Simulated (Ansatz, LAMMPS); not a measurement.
# Amorphous 12SiO2-88GeO2 (mol %) (96 atoms): geometry optimisation, part 4 of 4

Aim: bring amorphous 12SiO2-88GeO2 (mol %) (96 atoms) to a nearby minimum of the energy and see what moves.

Ansatz 0.2.0; Kohn-Sham DFT, PBE, PAW (set soft_2), plane waves.

The cell: 4 Si, 28 Ge and 64 O. The quench rate of 50 K/ps is orders of magnitude faster than experiment. The network of bonds at the start is that of the classical potential that made the cell. Sampling is at Γ alone, for a cell whose shortest periodic width is 11 Å.

So far. Step 4 (Cell and atoms relaxed): The relaxation changed the energy by -119 meV/atom, and atoms moved by 0.63 Å r.m.s., 1.7 Å at most.

## Step 7: Functional HSE06

HSE06 mixes in a quarter of exact exchange at short range, which counters self-interaction, at a higher cost.

This step: Kohn-Sham DFT, HSE06, PAW (set soft_2), plane waves (Ansatz 0.2.0).

input.yaml

```yaml
crystal:
  lattice:
    - [11.07499, -0.14979, 0.21893]
    - [-0.14979, 11.28868, -0.20153]
    - [0.21893, -0.20153, 11.62542]
  atoms:
    [... the 96 atom lines of step 6 ...]
kpoints:
  mp_grid: { grid: [1, 1, 1] }
hamiltonian:
  xc: hse06
scf:
  occupations: { method: fermi_dirac, width: 0.025 }
output:
  forces: true
  stress: true
  populations: true
  dos:
    method: { smearing: { sigma: 0.08 } }
    de: 0.05
    projected: { site_lists: { Ge: [Ge], O: [O], Si: [Si] } }
  eigenvalues: true
```

On the command line:

```
$ ansatz run input.yaml --threads 4 --pin off --max-ram 8192MiB --backend cpu --events-out ev --progress --plain --runs-dir out
```

Numbers of over 12 decimals in the logs are rounded to 6 here.

The log of the run:

```text
Warning: output.stress: scf.convergence.dr2_threshold = 1e-7 eV (the SCF's general default) is looser than the 1.6e-9 eV advised for a printed stress (1e-10 eV for each atom of the cell: 96, of which 16 are counted). What an SCF threshold leaves in a stress goes as its square root, and in the free energy as the threshold itself, and one threshold admits the most on a small cell: [...]
Warning: output.stress: scf.exx.energy_threshold = 1e-6 eV is looser than the 1.6e-7 eV advised for a stress under a hybrid functional (1e-8 eV for each atom of the cell: 96, of which 16 are counted). Every SCF of the exchange loop can meet its threshold on dr2 while the loop round them stops early: [...]
exact exchange: scf.exx.singularity resolves to wigner_seitz, which cuts the screened interaction at the faces of the exchange supercell's Wigner-Seitz cell, so that each pair interacts once, at the shortest of its separations (the periodic images that this leaves out come, [...]
[...]
Crystal: 96 atoms, lattice volume = 1452.195 Å³
Basis set: ecut = 420 eV, 28409 PW (Γ), exchange–correlation on 150×160×160 points (8 copies of the dense FFT grid, shifted against one another)
Bands: 492, of which v1, the nominal top of the filled ones, is band 396 counted from 1 (395 counted from 0)
Symmetry: 1 space group operations
[...]
k-points: 1
[...]
SCF iter   1: F=—  HF=-159119.038811 eV  |F-HF|=—  |Δ(HF+E_count)|=         —  Δρ=2.48e-3  dr2=1.21e-1  ethr=1.77e-3  ⟨swp⟩=9.0  Hψ=2190  notcnv=0
[...]
SCF iter   4: F=—  HF=-159119.038346 eV  |F-HF|=—  |Δ(HF+E_count)|=   2.84e-3  Δρ=3.34e-4  dr2=9.45e-4  ethr=5.05e-7  ⟨swp⟩=4.0  Hψ=1087  notcnv=0  defer=9
SCF iter   5: F=-159119.039013 eV  HF=-159119.038958 eV  |F-HF|=5.51e-5  |Δ(HF+E_count)|=   6.12e-4  Δρ=1.10e-4  dr2=1.06e-4  ethr=1.19e-7  ⟨swp⟩=4.0  Hψ=1100  notcnv=0  defer=9
SCF 1 stopped early in 5 iterations: F = -159119.039013 eV  dr2 = 1.06e-4
[...]
Exchange kernel: α = 0.2500, screened, ω = 0.2079 Å⁻¹, Wigner–Seitz truncation, v(0) = 959.2473 eV·Å³, q-mesh 1×1×1, nearest image of the exchange supercell L = 11.08 Å, pair-density grid 54×54×60, without the augmentation charges, whose exchange is taken in its separable form (sized by the pseudopotential files, [...]
Frozen-core exchange: fock
SCF iter   1: F=—  HF=-159134.948341 eV  |F-HF|=—  |Δ(HF+E_count)|=         —  Δρ=1.09e-2  dr2=9.54e-1  ethr=1.34e-7  ⟨swp⟩=17.0  Hψ=2862  notcnv=0
[...]
SCF iter   6: F=—  HF=-159134.836251 eV  |F-HF|=—  |Δ(HF+E_count)|=   8.24e-4  Δρ=1.09e-4  dr2=1.83e-4  ethr=1.34e-7  ⟨swp⟩=4.0  Hψ=1211  notcnv=0
SCF iter   7: F=-159134.836199 eV  HF=-159134.836208 eV  |F-HF|=8.80e-6  |Δ(HF+E_count)|=   4.35e-5  Δρ=3.00e-5  dr2=3.41e-5  ethr=2.02e-8  ⟨swp⟩=4.0  Hψ=1066  notcnv=0
SCF 2 stopped early in 7 iterations: F = -159134.836199 eV  dr2 = 3.41e-5
  Residual-converged pass: ⟨swp⟩=4.0  Hψ=1378  notcnv=0  max |occ|·‖R‖ = 5.4e-6 eV (tolerance 6.7e-6 eV)  dr2=3.42e-5  dr2_onsite=7.56e-7  max |Δocc| = 0.0e0
hybrid outer 1: dexx = +3.854e-1 eV, tail = 1.54e-3 eV
[...]
Frozen-core exchange: fock
SCF iter   1: F=—  HF=-159134.838375 eV  |F-HF|=—  |Δ(HF+E_count)|=         —  Δρ=9.55e-5  dr2=1.30e-4  ethr=9.72e-7  ⟨swp⟩=12.0  Hψ=1218  notcnv=0
[...]
SCF iter   6: F=—  HF=-159134.838379 eV  |F-HF|=—  |Δ(HF+E_count)|=   1.97e-8  Δρ=1.10e-6  dr2=1.75e-8  ethr=9.08e-12  ⟨swp⟩=6.0  Hψ=1207  notcnv=0  defer=12
SCF iter   7: F=-159134.838379 eV  HF=-159134.838379 eV  |F-HF|=5.82e-10  |Δ(HF+E_count)|=   4.92e-9  Δρ=2.98e-7  dr2=1.54e-9  ethr=2.76e-12 (applied; sched 1.96e-12)  ⟨swp⟩=5.0  Hψ=944  notcnv=0  defer=9
SCF 3 converged in 7 iterations: F = -159134.838379 eV  dr2 = 1.54e-9
[...]
hybrid outer 2: dexx = +1.056e-5 eV, tail = 1.37e-7 eV, Δε = 3.23e-3 eV (about 4.97e-5 eV left of the loop's levels), ΔF = 1.04e-2 eV/Å (tail 7.71e-4)
[...]
Frozen-core exchange: fock
SCF iter   1: F=—  HF=-159134.838378 eV  |F-HF|=—  |Δ(HF+E_count)|=         —  Δρ=1.26e-6  dr2=1.44e-8  ethr=8.63e-11  ⟨swp⟩=20.0  Hψ=1730  notcnv=7
SCF iter   2: F=-159134.838378 eV  HF=-159134.838378 eV  |F-HF|=1.46e-10  |Δ(HF+E_count)|=   4.02e-9  Δρ=2.81e-7  dr2=1.38e-9  ethr=5.60e-12 (applied; sched 1.59e-12)  ⟨swp⟩=3.0  Hψ=1017  notcnv=0
SCF 4 converged in 2 iterations: F = -159134.838378 eV  dr2 = 1.38e-9
[...]
hybrid SCF converged: 3 outer / 16 inner (+5 warm-up), last move |dexx| = 5.27e-9 eV, tail = 2.92e-9 eV
Stability not checked: this state was not tested for a lower state beside it, because the functional holds exact exchange (a hybrid, or Hartree-Fock), whose exchange loop this test does not read (fock_operator; see scf.lower_state_search)
Free energy (F): -159134.838378 eV
Frozen-core exchange: fock
[...]
Internal energy: -159134.838378 eV  (E = F + TS)
E sigma→0 (E₀):  -159134.838378 eV
Fermi energy:    3.659781 eV
[...]
Σ components = -159134.838378   (vs F -159134.838378, Δ=0.00e0)
--- Forces (eV/Å), atoms counted from 1 ---
  atom   1  Si     0.08980357    -0.02505451    -0.00687202
  atom   2  Si    -0.01822977    -0.09604480     0.05779923
  atom   3  Si     0.09476010     0.07536543     0.08758079
  atom   4  Si     0.08012461    -0.03337595     0.04817724
[...]
atom  96  O      0.08988002    -0.25578196     0.11504994
  max |Σ_I F_I| component: 7.24e-5 eV/Å
--- Stress (GPa, compression-positive) ---
       -5.984806       0.046708       0.075245
        0.046708      -6.101101       0.119951
        0.075245       0.119950      -6.082723
  P = ⅓ Tr σ = -6.0562 GPa (-60.562 kbar)
--- Band table (eV) ---
[...]
--- Löwdin populations: 96 sites ---
  site symbol       q [e]
     0     Si      2.2147
     1     Si      2.1747
     2     Si      2.1770
[...]
95      O      6.7948
  spilling = 0.006206 (of n_electrons = 792.000000)
```

Run time: 11 min. Hardware: 4 threads of Arm Neoverse V1, shared host; peak memory 5.4 GiB.

The program notes that the exchange threshold is loose for the stress and the SCF threshold is loose for the stress.

Geometry and reference: those of the single point at the relaxed geometry.

Forces differ from those of the single point at the relaxed geometry by 300 meV/Å r.m.s.; the pressure by -6.1 GPa and the gap by +1.8 eV. It took 11 min and 21 cycles; the reference's time can't be set against it, since the two runs asked for unlike analyses.

Read from the output:

```yaml
free_energy: -159134.8384 eV
free_energy_per_atom: -1657.6546 eV/atom
scf_cycles: 21
pressure: -6.056 GPa
r_m_s_force_component: 0.2999 eV/Å
longest_force: 0.8946 eV/Å
fermi_energy: 3.66 eV
spacing_of_highest_filled_and_lowest_empty_level: 4.7 eV
spilling_of_the_projection: 0.006206
```

Length of the force by element:

| element | coordination | atoms | mean length of the force (eV/Å) | spread | least | most |
| --- | --- | --- | --- | --- | --- | --- |
| Ge | all | 28 | 0.161 | 0.0701 | 0.063 | 0.339 |
| O | all | 64 | 0.608 | 0.145 | 0.202 | 0.895 |
| Si | all | 4 | 0.114 | 0.0218 | 0.0935 | 0.149 |

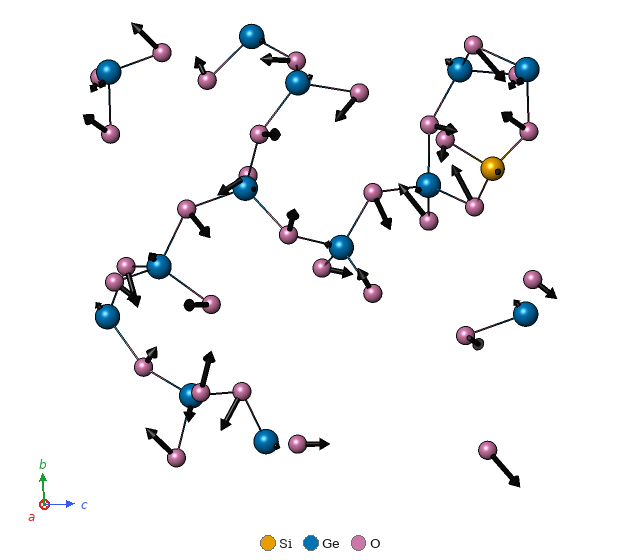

Forces as arrows; the longest in the cell is 0.895 eV/Å. Drawn is a slice 4 Å thick, seen along the normal of the bc plane. Bonds to atoms that aren't drawn are left out.

Löwdin charges by element (they lack the spilled electrons, 0.051 e an atom on average):

| element | coordination | atoms | mean charge (e) | spread | least | most |
| --- | --- | --- | --- | --- | --- | --- |
| Ge | all | 28 | 1.69 | 0.0198 | 1.65 | 1.73 |
| O | all | 64 | -0.773 | 0.0161 | -0.811 | -0.740 |
| Si | all | 4 | 1.80 | 0.0206 | 1.78 | 1.83 |

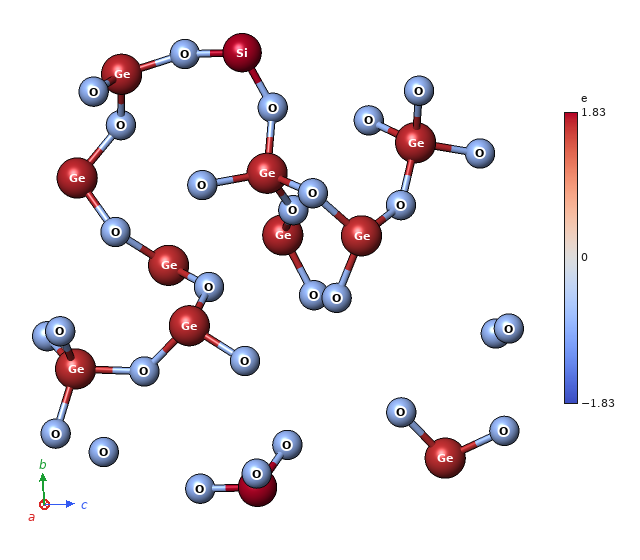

Atoms coloured by Löwdin charge. Drawn is a slice 4 Å thick, seen along the normal of the bc plane. Bonds to atoms that aren't drawn are left out.

Density of states as counts of states in windows of 1 eV (from the Fermi level), total and the larger projections:

| from (eV) | to (eV) | total | O p | Ge p | Ge s |
| --- | --- | --- | --- | --- | --- |
| -14 | -12 | 0.0 | 0.0 | 0.0 | 0.0 |
| -12 | -11 | 9.7 | 5.7 | 0.2 | 3.2 |
| -11 | -10 | 16.7 | 9.9 | 0.7 | 4.7 |
| -10 | -9 | 15.5 | 9.6 | 1.1 | 3.2 |
| -9 | -8 | 14.9 | 9.6 | 1.5 | 2.2 |
| -8 | -7 | 27.0 | 19.6 | 4.9 | 0.7 |
| -7 | -6 | 41.3 | 31.1 | 8.2 | 0.2 |
| -6 | -5 | 34.1 | 27.1 | 3.8 | 0.4 |
| -5 | -4 | 63.0 | 55.4 | 3.6 | 0.3 |
| -4 | -3 | 93.1 | 88.7 | 1.6 | 0.2 |
| -3 | -2 | 68.7 | 66.9 | 0.5 | 0.1 |
| -2 | 2 | 0.0 | 0.0 | 0.0 | 0.0 |
| 2 | 3 | 2.0 | 0.3 | 0.0 | 1.1 |
| 3 | 4 | 5.4 | 1.2 | 0.6 | 2.5 |
| 4 | 5 | 15.9 | 3.7 | 2.3 | 6.8 |

Between -26 and -14 eV lie 128 more states.

The stored curve holds about 512 of the 792 electrons; the rest, give or take the few that broadening carries across the Fermi level, lie in deeper levels below its range.

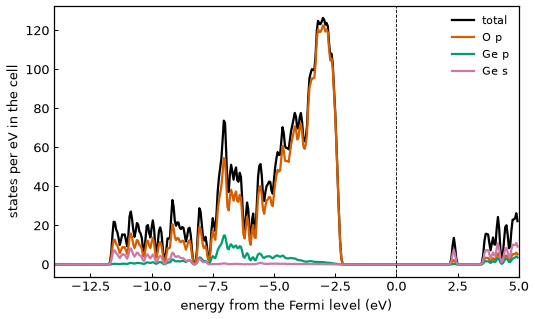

Total and projected density of states, with the broadening of the input.

The levels nearest the highest filled one (over half full), pooled over k-points and spins:

| level less the highest filled one (eV) | occupation |
| --- | --- |
| -0.169 | 2 |
| -0.147 | 2 |
| -0.119 | 2 |
| -0.0991 | 2 |
| -0.0517 | 2 |
| 0 | 2 |
| 4.70 | 0 |
| 5.98 | 0 |
| 6.11 | 0 |
| 6.30 | 0 |
| 6.48 | 0 |
| 6.53 | 0 |

## Step 8: Functional r2SCAN (500 eV)

The meta-GGA r2SCAN uses the kinetic energy density as well as the density and its gradient. Besides, the cutoff goes from 420 to 500 eV.

This step: Kohn-Sham DFT, r2SCAN, PAW (set soft_2), plane waves (Ansatz 0.2.0).

Changes to input.yaml since step 7:

```diff
@@ -10,3 +10,3 @@
 hamiltonian:
-  xc: hse06
+  xc: r2scan
 scf:
```

The log of the run:

```text
[...]
Crystal: 96 atoms, lattice volume = 1452.195 Å³
Basis set: ecut = 500 eV, 36869 PW (Γ), exchange–correlation on 324×360×360 points (64 copies of the dense FFT grid, shifted against one another)
Bands: 492, of which v1, the nominal top of the filled ones, is band 396 counted from 1 (395 counted from 0)
Symmetry: 1 space group operations
[...]
k-points: 1
[...]
SCF iter   1: F=—  HF=-159433.047162 eV  |F-HF|=—  |Δ(HF+E_count)|=         —  Δρ=8.68e-3  dr2=7.73e-1  dr2_τ=5.15e0  ethr=1.77e-3  ⟨swp⟩=6.0  Hψ=1799  notcnv=0  defer=77
[...]
SCF iter   9: F=—  HF=-159434.203409 eV  |F-HF|=—  |Δ(HF+E_count)|=   5.74e-7  Δρ=2.98e-6  dr2=1.35e-7  dr2_τ=1.11e-8  ethr=1.06e-10  ⟨swp⟩=2.0  Hψ=731  notcnv=0  defer=90
SCF iter  10: F=-159434.203409 eV  HF=-159434.203409 eV  |F-HF|=1.74e-8  |Δ(HF+E_count)|=   9.21e-8  Δρ=1.01e-6  dr2=1.60e-8  dr2_τ=1.55e-9  ethr=1.26e-11  ⟨swp⟩=11.0  Hψ=2284  notcnv=0
SCF 1 converged in 10 iterations: F = -159434.203409 eV  dr2 = 1.60e-8
[...]
SCF converged after 10 iterations
Free energy (F): -159434.203409 eV
[...]
Internal energy: -159434.203409 eV  (E = F + TS)
E sigma→0 (E₀):  -159434.203409 eV
Fermi energy:    3.900662 eV
[...]
Σ components = -159434.203409   (vs F -159434.203409, Δ=0.00e0)
--- Forces (eV/Å), atoms counted from 1 ---
  atom   1  Si     0.06685283    -0.02437698     0.00900545
  atom   2  Si    -0.01274136    -0.07415008     0.02958241
  atom   3  Si     0.08109841     0.04860371     0.05749511
  atom   4  Si     0.06751588    -0.02697962     0.05513831
[...]
atom  96  O      0.07815476    -0.21576865     0.12952431
  max |Σ_I F_I| component: 7.46e-5 eV/Å
--- Stress (GPa, compression-positive) ---
       -5.772204       0.025312       0.074477
        0.025311      -5.869113       0.077569
        0.074475       0.077570      -5.844077
  P = ⅓ Tr σ = -5.8285 GPa (-58.285 kbar)
--- Band table (eV) ---
[...]
--- Löwdin populations: 96 sites ---
  site symbol       q [e]
     0     Si      2.2087
     1     Si      2.1700
     2     Si      2.1732
[...]
95      O      6.7919
  spilling = 0.006107 (of n_electrons = 792.000000)
```

Wall time 81 s (4 threads); peak memory 4.4 GiB.

Geometry and reference: those of the single point at the relaxed geometry.

Forces differ from those of the single point at the relaxed geometry by 230 meV/Å r.m.s.; the pressure by -5.8 GPa and the gap by +0.61 eV. It took 81 s and 10 cycles; the reference's time can't be set against it, since the two runs asked for unlike analyses.

## Step 9: Functional PBEsol

PBEsol restores the gradient expansion of exchange for slowly varying densities and usually gives shorter bonds in solids than PBE.

This step: Kohn-Sham DFT, PBEsol, PAW (set soft_2), plane waves (Ansatz 0.2.0).

Changes to input.yaml since step 8:

```diff
@@ -10,3 +10,3 @@
 hamiltonian:
-  xc: r2scan
+  xc: pbesol
 scf:
```

The log of the run:

```text
[...]
Crystal: 96 atoms, lattice volume = 1452.195 Å³
Basis set: ecut = 420 eV, 28409 PW (Γ), exchange–correlation on 150×160×160 points (8 copies of the dense FFT grid, shifted against one another)
Bands: 492, of which v1, the nominal top of the filled ones, is band 396 counted from 1 (395 counted from 0)
Symmetry: 1 space group operations
[...]
k-points: 1
[...]
SCF iter   1: F=—  HF=-157479.402513 eV  |F-HF|=—  |Δ(HF+E_count)|=         —  Δρ=1.25e-2  dr2=1.86e0  ethr=1.77e-3  ⟨swp⟩=6.0  Hψ=1824  notcnv=0  defer=64
[...]
SCF iter   9: F=—  HF=-157478.890342 eV  |F-HF|=—  |Δ(HF+E_count)|=   1.65e-6  Δρ=4.27e-6  dr2=2.62e-7  ethr=3.07e-10  ⟨swp⟩=2.0  Hψ=655  notcnv=0  defer=90
SCF iter  10: F=-157478.890342 eV  HF=-157478.890342 eV  |F-HF|=1.66e-8  |Δ(HF+E_count)|=   2.61e-7  Δρ=2.43e-6  dr2=8.06e-8  ethr=1.26e-11  ⟨swp⟩=11.0  Hψ=2386  notcnv=0
SCF 1 converged in 10 iterations: F = -157478.890342 eV  dr2 = 8.06e-8
[...]
SCF converged after 10 iterations
Free energy (F): -157478.890342 eV
[...]
Internal energy: -157478.890342 eV  (E = F + TS)
E sigma→0 (E₀):  -157478.890342 eV
Fermi energy:    3.934757 eV
[...]
Σ components = -157478.890342   (vs F -157478.890342, Δ=0.00e0)
--- Forces (eV/Å), atoms counted from 1 ---
  atom   1  Si    -0.05606795     0.00898789     0.03172291
  atom   2  Si     0.01909039     0.02177179    -0.06430836
  atom   3  Si     0.02295053    -0.04480731    -0.04220102
  atom   4  Si     0.02920125     0.06300093    -0.00251639
[...]
atom  96  O      0.03015350    -0.11286253     0.13645479
  max |Σ_I F_I| component: 5.23e-5 eV/Å
--- Stress (GPa, compression-positive) ---
       -3.568704       0.034671       0.093674
        0.034672      -3.579357      -0.005142
        0.093674      -0.005143      -3.551075
  P = ⅓ Tr σ = -3.5664 GPa (-35.664 kbar)
--- Band table (eV) ---
[...]
--- Löwdin populations: 96 sites ---
  site symbol       q [e]
     0     Si      2.3015
     1     Si      2.2649
     2     Si      2.2668
[...]
95      O      6.7404
  spilling = 0.006089 (of n_electrons = 792.000000)
```

It took 33 s on 4 threads; peak memory 2.2 GiB; 2.1 min of CPU time.

Geometry and reference: those of the single point at the relaxed geometry.

Forces differ from those of the single point at the relaxed geometry by 105 meV/Å r.m.s.; the pressure by -3.6 GPa and the gap by -0.061 eV.

## Step 10: Cost against change

Each row is set against the single point at the relaxed geometry (Kohn-Sham DFT, PBE, PAW (set soft_2), plane waves; r.m.s. force component 0.00246 eV/Å). Times are for 4 threads of Arm Neoverse V1, shared host. The reference's time includes grids, which some other runs skip.

| run | Δ force, r.m.s. (meV/Å) | Δ pressure (GPa) | Δ gap (eV) | cycles | time | host memory (GiB) |
| --- | --- | --- | --- | --- | --- | --- |
| reference | - | - | - | 9 | 34 s | 2.2 |
| functional HSE06 | 300 | -6.06 | 1.85 | 21 | 11 min | 5.4 |
| functional r2SCAN (500 eV) | 230 | -5.83 | 0.615 | 10 | 81 s | 4.4 |
| functional PBEsol | 105 | -3.57 | -0.0608 | 10 | 33 s | 2.2 |

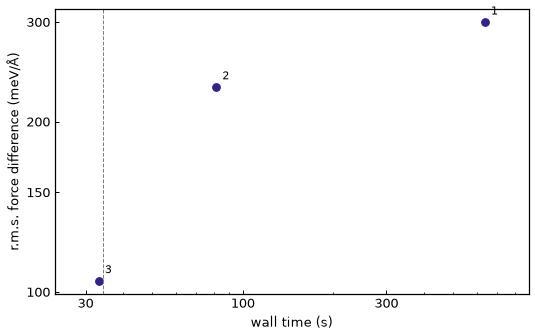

Force difference from the reference against wall time; the dashed line marks the reference's time. Points: 1 functional HSE06; 2 functional r2SCAN (500 eV); 3 functional PBEsol.

## Step 11: Results

| Property | Result |
| --- | --- |
| energy change in the relaxation | -119.4 meV/atom |
| r.m.s. displacement | 0.63 Å |
| largest displacement | 1.749 Å |
| free energy per atom | -1657.4884 eV/atom |
| pressure | 0.0009417 GPa |
| r.m.s. force component | 0.00246 eV/Å |
| gap (highest filled to lowest empty level) | 2.854 eV |
| wall time of the 6 DFT runs | 28 min |

**Reading.** Relaxation lowers the energy by 119 meV/atom and moves atoms by 0.63 Å r.m.s.; the r.m.s. force component goes from 0.79 to 0.0025 eV/Å. Displacements are taken in the final cell, so they leave out its strain. By the final cutoffs 4 of 129 bonded pairs parted and 3 joined. The cell shrank by 4.1 % in volume. First to last step the energy falls by 11.464 eV, across changes of basis; the largest move, 1.75 Å, is that of O84. The O-Ge bonds change most in mean length: from 1.742 Å (spread 0.046) to 1.772 Å (spread 0.015), and their number from 113 to 112. With the cutoffs above, all Ge atoms have 4, all O atoms have 2 and all Si atoms have 4 bonded neighbours. 100 % of the oxygens bridge two formers (Si and Ge) and 0 % are non-bridging. Between filled and empty levels lie 2.85 eV (at Γ alone); a semilocal functional tends to put such gaps too low. In a disordered cell it changes from sample to sample, and tail or defect levels can set it.

Among the changes of functional, dispersion, potentials or spin set against this reference, functional HSE06 moves the forces most, by 300 meV/Å r.m.s. The gap changes by +1.85 eV with HSE06.

**Limits.** The starting topology of bonds comes from the classical model; in DFT 4 of its 129 bonded pairs passed out of the cutoffs and 3 came within them.

[Logs are printed without paths, hosts, clocks, repeated set-up lines and the standing remarks that a program may print on its own settings, such as how far it seeks lower states.]

[Hosts, paths, dates, database ids (printed as entryN), source tags and the programs' standing remarks are cut or masked in the printed files.]
